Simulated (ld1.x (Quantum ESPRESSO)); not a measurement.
# Pseudopotential generation for tungsten: TM, PBEsol

Do these settings give a usable potential? It is generated, then checked for transferability, scattering, ghosts and hardness.

Method: ld1.x (Quantum ESPRESSO) 7.5, PBEsol, scalar-relativistic.

## (1) Starting point

Typed settings, in words:

* element: tungsten (W, Z = 74)
* type: norm-conserving Troullier–Martins (Kleinman–Bylander form)
* frozen core: [Xe] 4f14
* valence charge: 6
* reference configuration: 5d4 6s2 6p0
* partial waves: 6s (bound): rc 2.50 bohr; 6p (bound, empty): rc 3.70 bohr; 5d (bound): rc 1.95 bohr
* local potential: the d channel
* core correction: not asked for

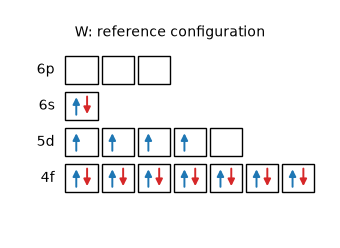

The outer shells as boxes. The arrows follow Hund's rule for the drawing; the calculation itself is spin-unpolarised.

The nodes and maxima of the atom's own shells, from an earlier all-electron run, set the scale for the radii.

All-electron outer shells of the reference configuration (PBEsol, scalar-relativistic, ld1.x):

```csv
shell,level (eV),outermost node (bohr),outermost maximum (bohr)
5p,-43.22,0.57,1.09
4f,-33.24,–,0.43
6s,-5.75,1.28,2.64
5d,-4.51,0.63,1.49
6p,-1.33,1.54,3.70
```

## (2) The generation run

W.in

```
 &input
   title='W', zed=74., rel=1, dft='PBESOL', iswitch=3,
   config='[Xe] 4f14 5d4 6s2 6p0',
   nld=3, rlderiv=4.00, eminld=-2.0, emaxld=5.0, deld=0.02
 /
 &inputp
   pseudotype=2, tm=.true., lloc=2,
   nlcc=.false.,
   file_pseudopw='W.UPF', file_wfcaegen='ae.wfc', file_wfcncgen='nc.wfc', file_beta='beta', file_chi='chi'
 /
3
6S  1  0   2.00   0.00  2.50  2.50  0.0
6P  2  1   0.00   0.00  3.70  3.70  0.0
5D  3  2   4.00   0.00  1.95  1.95  0.0
 &test
   configts(1)='5d4 6s2 6p0'
 /
```

The run is started by

```console
$ ld1.x < W.in > W.out
```

What the program wrote to W.out (without the banner and most projector matrices):

```text
     Program LD1 v.7.5
     --------------------------- All-electron run ----------------------------

     W
     scalar relativistic calculation

     atomic number is 74.00
     dft =PBESOL   lsd =0 sic =0 latt =0  beta=0.20 tr2=1.0E-14
     Exchange-correlation= PBESOL
                           (   1   4  10   8   0   0   0)
     mesh =1273 r(mesh) =  99.08072 a.u. xmin = -7.00 dx = 0.01250
     1 Ry =  13.60569312 eV, c = 137.03599908

     n l     nl                  e(Ry)          e(Ha)          e(eV)
     1 0     1S 1( 2.00)     -5106.1401     -2553.0700    -69472.5750
     2 0     2S 1( 2.00)      -881.3270      -440.6635    -11991.0646
     2 1     2P 1( 6.00)      -770.7920      -385.3960    -10487.1593
     3 0     3S 1( 2.00)      -202.9587      -101.4793     -2761.3933
     3 1     3P 1( 6.00)      -170.2322       -85.1161     -2316.1277
     4 0     4S 1( 2.00)       -41.8458       -20.9229      -569.3409
     4 1     4P 1( 6.00)       -31.1112       -15.5556      -423.2890
     3 2     3D 1(10.00)      -132.5923       -66.2962     -1804.0105
     5 0     5S 1( 2.00)        -5.8143        -2.9071       -79.1074
     5 1     5P 1( 6.00)        -3.1767        -1.5883       -43.2212
     4 2     4D 1(10.00)       -17.5123        -8.7561      -238.2667
     4 3     4F 1(14.00)        -2.4430        -1.2215       -33.2382
     5 2     5D 1( 4.00)        -0.3316        -0.1658        -4.5117
     6 0     6S 1( 2.00)        -0.4223        -0.2112        -5.7458
     6 1     6P 1( 0.00)        -0.0979        -0.0489        -1.3315

     final scf error:  2.3E-15 reached in  33 iterations

     Etot =  -32275.537659 Ry,  -16137.768830 Ha, -439131.060773 eV

     Ekin =   35567.121355 Ry,   17783.560677 Ha,  483915.338422 eV
     Encl =  -79818.466412 Ry,  -39909.233206 Ha,-1085985.559547 eV
     Eh   =   12611.683664 Ry,    6305.841832 Ha,  171590.697692 eV
     Exc  =    -635.876266 Ry,    -317.938133 Ha,   -8651.537340 eV

     normalization and overlap integrals

     s(1S/1S) =  1.000000  <r> =   0.0183  <r2> =    0.0005  r(max) =   0.0115
     s(2S/2S) =  1.000000  <r> =   0.0776  <r2> =    0.0071  r(max) =   0.0653
     s(2P/2P) =  1.000000  <r> =   0.0694  <r2> =    0.0059  r(max) =   0.0541
     s(3S/3S) =  1.000000  <r> =   0.2011  <r2> =    0.0462  r(max) =   0.1842
     s(3P/3P) =  1.000000  <r> =   0.2014  <r2> =    0.0470  r(max) =   0.1842
     s(4S/4S) =  1.000000  <r> =   0.4496  <r2> =    0.2282  r(max) =   0.4204
     s(4P/4P) =  1.000000  <r> =   0.4781  <r2> =    0.2601  r(max) =   0.4419
     s(3D/3D) =  1.000000  <r> =   0.1824  <r2> =    0.0390  r(max) =   0.1490
     s(5S/5S) =  1.000000  <r> =   1.0667  <r2> =    1.2791  r(max) =   0.9593
     s(5P/5P) =  1.000000  <r> =   1.2493  <r2> =    1.7719  r(max) =   1.0870
     s(4D/4D) =  1.000000  <r> =   0.5115  <r2> =    0.3032  r(max) =   0.4531
     s(4F/4F) =  1.000000  <r> =   0.6078  <r2> =    0.4646  r(max) =   0.4310
     s(5D/5D) =  1.000000  <r> =   2.0716  <r2> =    5.2601  r(max) =   1.4858
     s(6S/6S) =  1.000000  <r> =   3.1621  <r2> =   11.4190  r(max) =   2.6404
     s(6P/6P) =  1.000000  <r> =   4.7859  <r2> =   27.0086  r(max) =   3.7004

     ------------------------ End of All-electron run ------------------------

     --------------------- Generating NC pseudopotential ---------------------

      Generating local pot.: lloc=2, matching radius rcloc =   1.9500

      Wfc   6S  rcut= 2.512  Using Troullier-Martins method

      Wfc   6P  rcut= 3.654  Using Troullier-Martins method

     ------------------- End of pseudopotential generation -------------------

     [... the all-electron block is printed once more ...]


     Computing logarithmic derivative in   4.01366
     Message from routine run_pseudo:
     Warning: convergence not achieved
     Computing logarithmic derivative in   4.01366
     Computing the partial wave expansion
     R is outside the sphere for l=    0 j= 0.00
     R is outside the sphere for l=    1 j= 0.00
       no projector for channel:   2

     ---------------------- Testing the pseudopotential ----------------------

     W
     scalar relativistic calculation

     atomic number is 74.00   valence charge is  6.00
     dft =PBESOL   lsd =0 sic =0 latt =0  beta=0.20 tr2=1.0E-14
     mesh =1273 r(mesh) =  99.08072 xmin = -7.00 dx = 0.01250

     n l     nl             e AE (Ry)        e PS (Ry)    De AE-PS (Ry)
     3 2     5D   1( 4.00)       -0.33160       -0.33160        0.00000
     1 0     6S   1( 2.00)       -0.42231       -0.42231        0.00000
     2 1     6P   1( 0.00)       -0.09787       -0.09787        0.00000

     eps = 1.9E-10  iter =201

     Etot =  -32275.537659 Ry,  -16137.768830 Ha, -439131.060773 eV
     Etotps =   -14.631812 Ry,      -7.315906 Ha,    -199.075938 eV

     Ekin =      13.030463 Ry,       6.515232 Ha,     177.288482 eV
     Encl =     -38.686059 Ry,     -19.343030 Ha,    -526.350649 eV
     Ehrt =      13.462181 Ry,       6.731091 Ha,     183.162306 eV
     Ecxc =      -3.321080 Ry,      -1.660540 Ha,     -45.185599 eV
     Epseu=       0.882684 Ry,       0.441342 Ha,      12.009522 eV

     ---------------------- End of pseudopotential test ----------------------
```

Wall time 3.2 s (1 thread of Neoverse-V2, shared host). This counts the later configuration tests of the new file too.

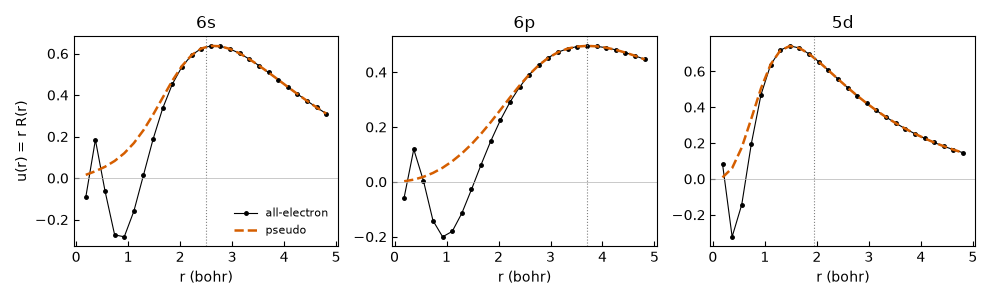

Bound waves of the atom and their pseudo partners (6s, 6p, 5d), with the matching radii dotted. The curves join 26 sampled radii, too few to resolve the innermost nodes.

## (3) Testing the new file in other configurations

W.test.in

```
 &input
   title='W', zed=74., rel=1, dft='PBESOL', iswitch=2,
   config='[Xe] 4f14 5d4 6s2 6p0'
 /
 &test
   file_pseudo='W.UPF', nconf=8,
   configts(1)='5d4 6s2 6p0',
   configts(2)='5d4 6s1 6p0',
   configts(3)='5d4 6s0 6p0',
   configts(4)='5d3 6s0 6p0',
   configts(5)='5d5 6s0 6p0',
   configts(6)='5d3 6s2 6p1',
   configts(7)='5d4.5 6s1.5 6p0',
   configts(8)='5d4 6s1.5 6p0'
 /
```

The run is started by

```console
$ ld1.x < W.test.in > W.test.out
```

W.test.out, the pseudopotential blocks, each with the warnings that came before it:

```text
     Warning: convergence not achieved
     ---------------------- Testing the pseudopotential ----------------------

     W
     scalar relativistic calculation

     atomic number is 74.00   valence charge is  6.00
     dft =PBESOL   lsd =0 sic =0 latt =0  beta=0.20 tr2=1.0E-14
     mesh =1273 r(mesh) =  99.08072 xmin = -7.00 dx = 0.01250

     n l     nl             e AE (Ry)        e PS (Ry)    De AE-PS (Ry)
     3 2     5D   1( 4.00)       -0.33160       -0.33160        0.00000
     1 0     6S   1( 2.00)       -0.42231       -0.42231        0.00000
     2 1     6P   1( 0.00)       -0.09787       -0.09787        0.00000

     eps = 1.7E-11  iter =201

     Etot =  -32275.537659 Ry,  -16137.768830 Ha, -439131.060774 eV
     Etotps =   -14.631812 Ry,      -7.315906 Ha,    -199.075938 eV

     Ekin =      13.030463 Ry,       6.515232 Ha,     177.288482 eV
     Encl =     -38.686059 Ry,     -19.343030 Ha,    -526.350649 eV
     Ehrt =      13.462181 Ry,       6.731091 Ha,     183.162306 eV
     Ecxc =      -3.321080 Ry,      -1.660540 Ha,     -45.185599 eV
     Epseu=       0.882684 Ry,       0.441342 Ha,      12.009522 eV

     ---------------------- End of pseudopotential test ----------------------

     Warning: convergence not achieved
     Warning: n=2, l=1 expected 0 nodes, found 1
     ---------------------- Testing the pseudopotential ----------------------

     W
     [...]
     n l     nl             e AE (Ry)        e PS (Ry)    De AE-PS (Ry)
     3 2     5D   1( 4.00)       -0.86540       -0.86487       -0.00053
     1 0     6S   1( 1.00)       -0.89848       -0.89891        0.00043
     2 1     6P   1( 0.00)       -0.49824       -0.49824        0.00000

     eps = 5.6E-10  iter =201

     Etot =  -32274.881712 Ry,  -16137.440856 Ha, -439122.136149 eV
     Etotps =   -13.975355 Ry,      -6.987678 Ha,    -190.144395 eV
     dEtot_ae =       0.655948 Ry
     dEtot_ps =       0.656456 Ry,   Delta E=      -0.000508 Ry

     [...]
     ---------------------- End of pseudopotential test ----------------------

     ---------------------- Testing the pseudopotential ----------------------

     W
     [...]
     n l     nl             e AE (Ry)        e PS (Ry)    De AE-PS (Ry)
     3 2     5D   1( 4.00)       -1.46302       -1.45996       -0.00306
     1 0     6S   1( 0.00)       -1.41469       -1.41130       -0.00339
     2 1     6P   1( 0.00)       -0.94600       -0.94600        0.00000

     eps = 3.2E-15  iter = 13

     Etot =  -32273.728137 Ry,  -16136.864069 Ha, -439106.440969 eV
     Etotps =   -12.822053 Ry,      -6.411027 Ha,    -174.452921 eV
     dEtot_ae =       1.809522 Ry
     dEtot_ps =       1.809758 Ry,   Delta E=      -0.000236 Ry

     [...]
     ---------------------- End of pseudopotential test ----------------------

     Warning: n=1, l=0 expected 0 nodes, found 1
     ---------------------- Testing the pseudopotential ----------------------

     W
     [...]
     n l     nl             e AE (Ry)        e PS (Ry)    De AE-PS (Ry)
     3 2     5D   1( 3.00)       -2.28777       -2.28594       -0.00183
     1 0     6S   1( 0.00)       -2.07446       -2.09801        0.02355  !
     2 1     6P   1( 0.00)       -1.51670       -1.51670        0.00000

     eps = 7.0E-15  iter = 13

     Etot =  -32271.861003 Ry,  -16135.930502 Ha, -439081.037319 eV
     Etotps =   -10.957007 Ry,      -5.478503 Ha,    -149.077674 eV
     dEtot_ae =       3.676656 Ry
     dEtot_ps =       3.674805 Ry,   Delta E=       0.001851 Ry

     [...]
     ---------------------- End of pseudopotential test ----------------------

     ---------------------- Testing the pseudopotential ----------------------

     W
     [...]
     n l     nl             e AE (Ry)        e PS (Ry)    De AE-PS (Ry)
     3 2     5D   1( 5.00)       -0.74759       -0.74475       -0.00283
     1 0     6S   1( 0.00)       -0.83106       -0.83214        0.00107
     2 1     6P   1( 0.00)       -0.45533       -0.45785        0.00253

     eps = 8.4E-15  iter =  9

     Etot =  -32274.822991 Ry,  -16137.411496 Ha, -439121.337220 eV
     Etotps =   -13.913790 Ry,      -6.956895 Ha,    -189.306761 eV
     dEtot_ae =       0.714668 Ry
     dEtot_ps =       0.718021 Ry,   Delta E=      -0.003353 Ry

     [...]
     ---------------------- End of pseudopotential test ----------------------

     Warning: convergence not achieved
     ---------------------- Testing the pseudopotential ----------------------

     W
     [...]
     n l     nl             e AE (Ry)        e PS (Ry)    De AE-PS (Ry)
     3 2     5D   1( 3.00)       -0.54112       -0.99816        0.45705  !
     1 0     6S   1( 2.00)       -0.54702       -0.96898        0.42196  !
     2 1     6P   1( 1.00)       -0.17474       -0.17474        0.00000

     eps = 1.8E-10  iter =201

     Etot =  -32275.238864 Ry,  -16137.619432 Ha, -439126.995462 eV
     Etotps =   -14.153292 Ry,      -7.076646 Ha,    -192.565351 eV
     dEtot_ae =       0.298795 Ry
     dEtot_ps =       0.478519 Ry,   Delta E=      -0.179724 Ry

     [...]
     ---------------------- End of pseudopotential test ----------------------

     Warning: convergence not achieved
     ---------------------- Testing the pseudopotential ----------------------

     W
     [...]
     n l     nl             e AE (Ry)        e PS (Ry)    De AE-PS (Ry)
     3 2     5D   1( 4.50)       -0.28611       -0.28532       -0.00079
     1 0     6S   1( 1.50)       -0.40029       -0.40089        0.00060
     2 1     6P   1( 0.00)       -0.08884       -0.08951        0.00067

     eps = 2.7E-10  iter =201

     Etot =  -32275.486470 Ry,  -16137.743235 Ha, -439130.364305 eV
     Etotps =   -14.580112 Ry,      -7.290056 Ha,    -198.372530 eV
     dEtot_ae =       0.051189 Ry
     dEtot_ps =       0.051700 Ry,   Delta E=      -0.000510 Ry

     [...]
     ---------------------- End of pseudopotential test ----------------------

     Warning: convergence not achieved
     ---------------------- Testing the pseudopotential ----------------------

     W
     [...]
     n l     nl             e AE (Ry)        e PS (Ry)    De AE-PS (Ry)
     3 2     5D   1( 4.00)       -0.58928       -0.58905       -0.00023
     1 0     6S   1( 1.50)       -0.65408       -0.65438        0.00030
     2 1     6P   1( 0.00)       -0.29006       -0.29027        0.00021

     eps = 2.3E-11  iter =201

     Etot =  -32275.269254 Ry,  -16137.634627 Ha, -439127.408938 eV
     Etotps =   -14.363234 Ry,      -7.181617 Ha,    -195.421752 eV
     dEtot_ae =       0.268405 Ry
     dEtot_ps =       0.268578 Ry,   Delta E=      -0.000173 Ry

     [...]
     ---------------------- End of pseudopotential test ----------------------
```

1 test gave no usable energy difference (5d3 6s2 6p1).

Excitation and ionisation energies from 5d4 6s2 6p0, with the error of the potential. A star marks tests that logged a warning.

| valence configuration | charge | ΔE all-electron (eV) | error AE − PS (meV) |
| --- | --- | --- | --- |
| 5d4 6s1 6p0 * | +1 | 8.925 | -6.9 |
| 5d4 6s0 6p0 | +2 | 24.620 | -3.2 |
| 5d3 6s0 6p0 * | +3 | 50.023 | +25 |
| 5d5 6s0 6p0 | +1 | 9.724 | -46 |
| 5d4.5 6s1.5 6p0 * | 0 | 0.696 | -6.9 |
| 5d4 6s1.5 6p0 * | +0.5 | 3.652 | -2.4 |

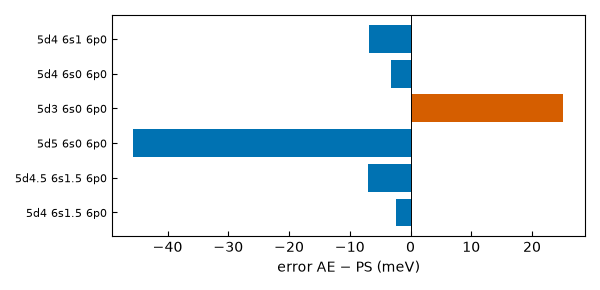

Error of the potential in each test configuration.

## (4) Scattering by logarithmic derivatives

Taken from the files of the generation run. The phase is arctan(r·u′/u) with u = r·R, unwrapped, with energies in Ry. A pole is an energy at which the radial function vanishes at the test radius. The pseudo phase is shifted by a multiple of π to meet the all-electron one at the reference energy. Levels narrower than the energy grid can be missing from the poles. The last column is the largest difference on the grid between −1 and +1 Ry.

| channel | radius (bohr) | reference (Ry) | poles AE | poles PS | window around the reference with phases within 0.05 rad (Ry) | largest difference near zero (rad) |
| --- | --- | --- | --- | --- | --- | --- |
| s | 4.01 | -0.42 | -0.04, 3.27 | -0.04, 2.93 | below 1.0 | 0.019 |
| p | 4.01 | -0.10 | 0.71, 4.30 | -0.54, 0.73, 4.05 | -0.5 to 2.3 | 3.133 |
| d | 4.01 | -0.33 | -0.25, 2.12 | -0.25, 2.11 | below 3.6 | 0.007 |

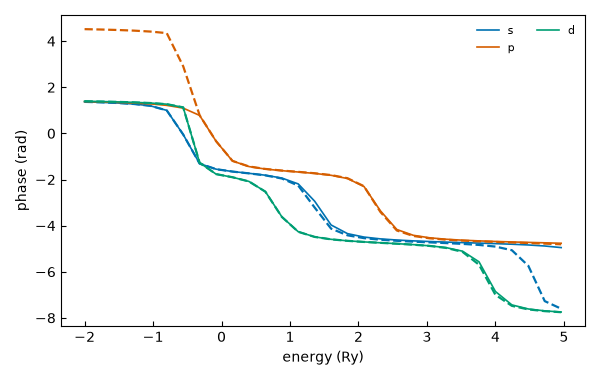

Phases by channel: all-electron solid, pseudo dashed.

## (5) Cutoff and ghost test in a Bessel basis

This step uses the generator's waves and projectors in a separate script. Basis: spherical Bessel functions vanishing at 20 bohr, q² up to the cutoff; potential fixed at the reference.

All-electron valence levels (Ry): 6s -0.4223, 6p -0.0979, 5d -0.3316. The lowest levels of each channel (Ry) by cutoff; the last column sums, over occupied levels, occupation times the distance from the level at 400 Ry. A positive value at high cutoff is not a bound level.

| cutoff (Ry) | s #1 | s #2 | p #1 | p #2 | d #1 | f #1 | Σ f·Δε (mRy) |
| --- | --- | --- | --- | --- | --- | --- | --- |
| 8 | -1.9140 | -0.4173 | -0.0979 | 0.0499 | -0.0773 | 0.1102 | 1027.1 |
| 10 | -2.5691 | -0.4190 | -0.0979 | 0.0498 | -0.1398 | 0.1102 | 773.7 |
| 15 | -3.3023 | -0.4217 | -0.2962 | -0.0979 | -0.2489 | 0.1102 | 332.0 |
| 18 | -3.4884 | -0.4222 | -0.4238 | -0.0979 | -0.2977 | 0.1102 | 135.8 |
| 25 | -3.5421 | -0.4222 | -0.5412 | -0.0979 | -0.3247 | 0.1102 | 27.7 |
| 30 | -3.5452 | -0.4223 | -0.5547 | -0.0979 | -0.3302 | 0.1102 | 5.7 |
| 35 | -3.5452 | -0.4223 | -0.5571 | -0.0979 | -0.3314 | 0.1102 | 0.7 |
| 40 | -3.5454 | -0.4223 | -0.5572 | -0.0979 | -0.3316 | 0.1102 | 0.2 |
| 45 | -3.5456 | -0.4223 | -0.5573 | -0.0979 | -0.3316 | 0.1102 | 0.2 |
| 400 | -3.5461 | -0.4223 | -0.5576 | -0.0979 | -0.3316 | 0.1102 | 0.0 |

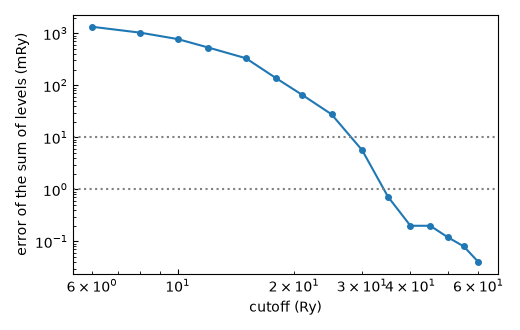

Occupation-weighted error of the valence levels against the cutoff; the dotted lines mark 10 and 1 mRy.

The sum stays within 10 mRy from 30 Ry and within 1 mRy from 35 Ry. The sum leaves out empty levels, which can need more. Ghost test: ghost states, bound below the all-electron valence or empty levels of the same l: s at -48.2 eV, p at -7.6 eV.

## (6) Summary of results

| quantity | value |
| --- | --- |
| cutoffs for 10 and 1 mRy, occupied levels | 30 Ry and 35 Ry |
| bound ghosts | s at -48.25 eV, p at -7.59 eV |
| largest test error (AE − PS) | -46 meV, for 5d5 6s0 6p0 (1 test unsolved) |
| largest phase difference near zero energy, channels read | 3.133 rad |

A bound ghost (s, p) makes it unfit for use: electrons can fall into a state that the atom doesn't have. The worst unpolarised test, 5d5 6s0 6p0, is off by 46 meV on 9.7 eV; by total energies transferability rates as fair where solved. Of the tests 1 gave no usable energy difference, which is a warning in itself. It counts as soft on the atom at that tolerance, with 30 Ry needed at the looser tolerance. The slowest occupied level is 5d: taken alone it needs 35 Ry to come within 1 mRy, against 15 Ry for 6s. Near zero energy the largest phase difference among the channels read is 3.13 rad, in the p channel. A step near π is an extra or missing state, not a misfit of shape. The pseudo curves have a pole with no partner nearby in the atom's: p at -0.54 Ry. These are tests on the free atom; a crystal test is still owed.
